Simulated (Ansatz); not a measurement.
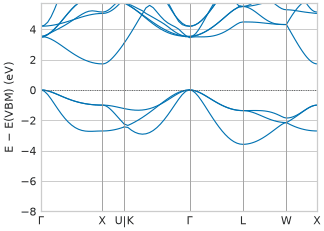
Band structure from the program Ansatz at the LDA level (PAW)

Problem. Read off the gap and where the band edges lie.

Solution. About 1.7 eV (1.71 eV by a search for the band edges); maximum at Γ, minimum at X.

The material is CaSe (rock salt, Fm-3m).

Symmetry was held in the LDA relaxation; phonons on a q-mesh show no instability. Spin–orbit coupling is left out wherever it is not named.

Potentials: the later of the program's two PAW sets.
